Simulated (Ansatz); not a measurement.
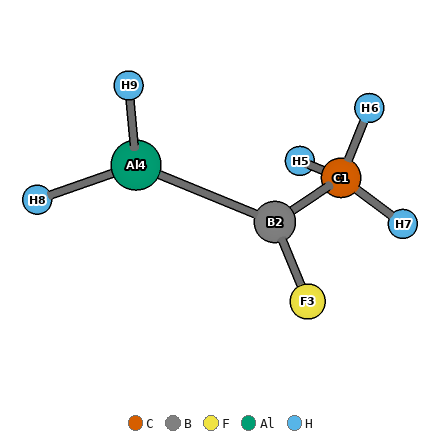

The system is CH₅AlBF, SMILES C[B](F)[AlH2]; the picture shows the reference structure. 
- The first coordinate is: bond length B2–Al4; the second: dihedral C1–B2–Al4–H8.
- Nothing is relaxed (all other coordinates rigid).
- The scan uses a 9 × 10 grid.
- Energies are in kJ/mol, from the relaxed molecule at the same level.
- Theory: RKS PBE0-D4/def2-TZVP (Ansatz 0.2.0).

Its coordinates:

```csv
atom,x (Å),y (Å),z (Å)
C,0.2328,1.1030,-0.9407
B,0.6444,-0.1029,-0.0353
F,1.9489,-0.4022,0.0212
Al,-0.6968,-1.3140,1.1617
H,-0.6224,0.8569,-1.5786
H,-0.1118,1.9223,-0.2954
H,1.0495,1.4797,-1.5626
H,-1.3687,-2.6346,0.5737
H,-1.0760,-0.9082,2.6559
```

Range: bond length B2–Al4 from 1.907 to 2.709 Å; dihedral C1–B2–Al4–H8 from −180 to 144°.

Question: Predict the map.

Answer: The lowest grid point is at bond length B2–Al4 = 2.208 Å, dihedral C1–B2–Al4–H8 = 108°, 1.0 kJ/mol from the relaxed molecule at the same level; the map holds 2 wells of about this depth. The highest grid point, bond length B2–Al4 = 2.709 Å, dihedral C1–B2–Al4–H8 = 0°, lies 73 kJ/mol above the lowest. On the interpolated surface the easiest way out of the lowest well to the well at about bond length B2–Al4 = 2.17 Å, dihedral C1–B2–Al4–H8 = −90° passes a barrier of about 4.1 kJ/mol, counted from the interpolated bottom of the well. Round the minimum the two coordinates are nearly uncoupled.

| dihedral C1–B2–Al4–H8 ↓, bond length B2–Al4 → | 1.907 | 2.008 | 2.108 | 2.208 | 2.308 | 2.409 | 2.509 | 2.609 | 2.709 |
| --- | --- | --- | --- | --- | --- | --- | --- | --- | --- |
| 144 | 49 | 18 | 5 | 3 | 9 | 21 | 36 | 54 | 74 |
| 108 | 43 | 15 | 2 | 1 | 8 | 20 | 35 | 54 | 73 |
| 72 | 43 | 15 | 2 | 1 | 8 | 20 | 35 | 54 | 73 |
| 36 | 49 | 19 | 5 | 3 | 9 | 21 | 36 | 54 | 74 |
| 0 | 52 | 21 | 7 | 4 | 10 | 21 | 36 | 54 | 74 |
| −36 | 49 | 19 | 5 | 3 | 9 | 21 | 36 | 54 | 74 |
| −72 | 43 | 15 | 2 | 1 | 8 | 20 | 36 | 54 | 74 |
| −108 | 44 | 15 | 2 | 1 | 8 | 20 | 36 | 54 | 73 |
| −144 | 49 | 19 | 5 | 3 | 9 | 21 | 36 | 54 | 74 |
| −180 | 52 | 21 | 7 | 4 | 10 | 21 | 36 | 54 | 74 |

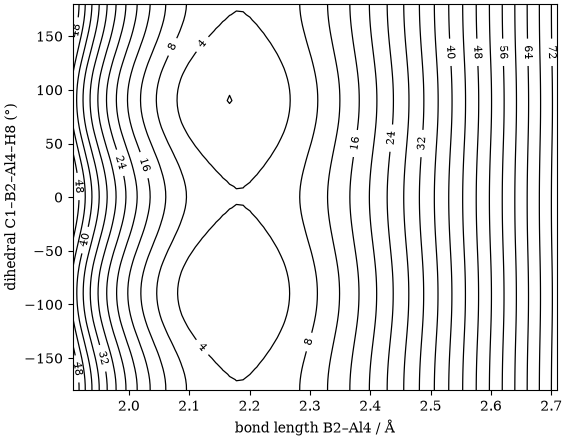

In the figure: contour lines labelled in kJ/mol. Between grid points the surface is interpolated.

The whole map (90 points run) took 11 min on 1 thread of Arm Neoverse V1 (shared host).
